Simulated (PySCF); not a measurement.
**C4H10FNSi: density, localisation and related maps**

The calculation's input:

```
{"job": {"kind": "nmr", "xc": "PBE0", "basis": "pcSseg-1"}, "charge": 0, "multiplicity": 1}
F      2.767485     1.647792    -0.484197
Si     2.695317     0.095657    -0.069710
N      1.118390    -0.125743     0.556005
C     -0.085612     0.345019    -0.067614
C     -1.311142     0.515049     0.850834
C     -2.171600    -0.215960    -0.191169
C     -0.896582    -0.647163    -0.931383
H      3.623650    -0.119706     1.025587
H      3.030661    -0.586847    -1.316614
H      0.946723    -0.934497     1.134207
H      0.155793     1.259206    -0.609871
H     -1.596283     1.537723     1.084857
H     -1.203323    -0.042082     1.780093
H     -2.797796    -1.021329     0.187226
H     -2.786742     0.463401    -0.776903
H     -0.619656    -1.681200    -0.730564
H     -0.876281    -0.477290    -2.005276
```

Command:

```sh
OMP_NUM_THREADS=1 python probes_run.py task.json out
```

Geometry: GFN2-xTB.

Theory: PySCF 2.14.0, PBE0/pcSseg-1, SCF density, gas phase, non-relativistic.

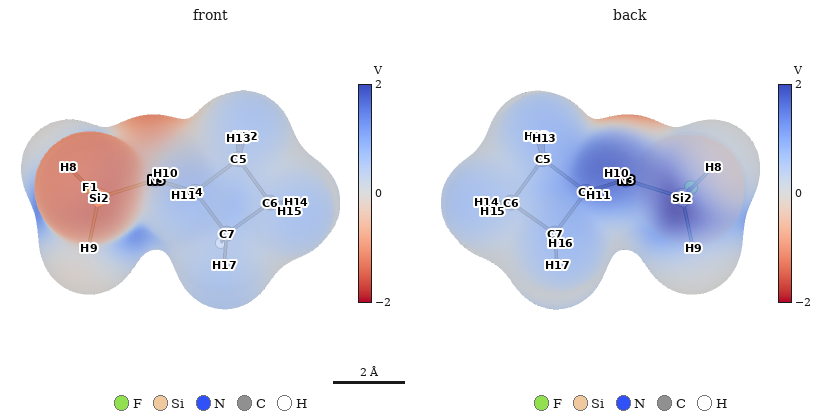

Figure 1. The electrostatic potential painted on the density surface at 0.002 e/bohr³, seen from the front and from behind; the colour scale runs from red (negative) to blue (positive).

### Where is the surface potential most negative and most positive?

The most negative region (about −1.3 V, or −30 kcal/mol for a unit charge) lies over F1, the most positive (about +1.8 V, or +42 kcal/mol for a unit charge) over Si2 and H10.

### How polar is the molecule by this calculation?

Its dipole moment is 2.33 D.

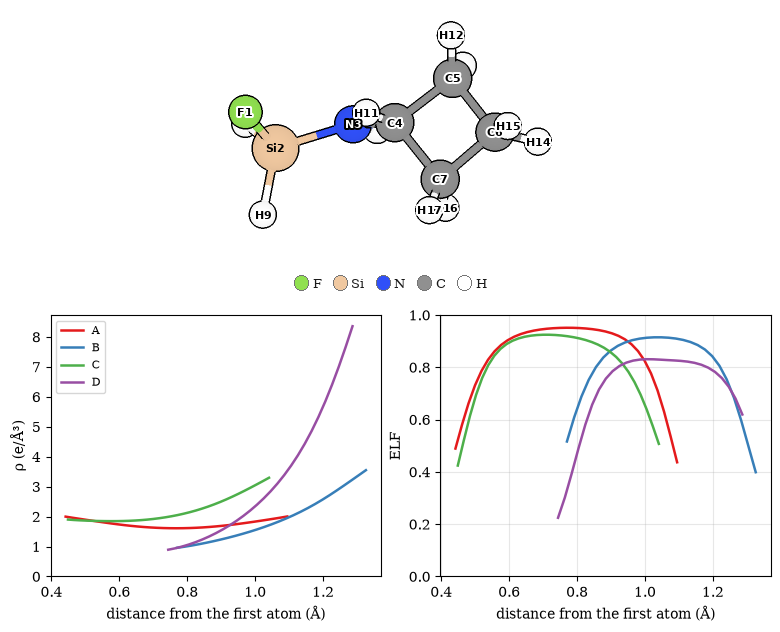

Figure 2. Total electron density and electron localisation function along straight lines between neighbouring atoms. The curves leave out the atomic cores. The structure is drawn too.

### Which curve belongs to which contact (C–C, C–N, Si–F and Si–N)? The first atom named is at distance zero.

Curve A: C–C (1.54 Å): ρ is about 1.6 e/Å³ halfway; the ELF peaks at about 0.95 between the atoms; localised, covalent bonding. Curve B: Si–N (1.71 Å): ρ at the midpoint is about 1.1 e/Å³; the ELF peaks at about 0.90 between the atoms; a shared but strongly polarised pair. Curve C: C–N (1.44 Å): the density is about 1.9 e/Å³ at the midpoint; the ELF peaks at about 0.90 between the atoms; localised, covalent bonding. Curve D: Si–F (1.61 Å): the density is about 1.1 e/Å³ at the midpoint; the ELF peaks at about 0.85 in the valence shell of F, 0.6 Å from its nucleus, and is about 0.50 at the midpoint.
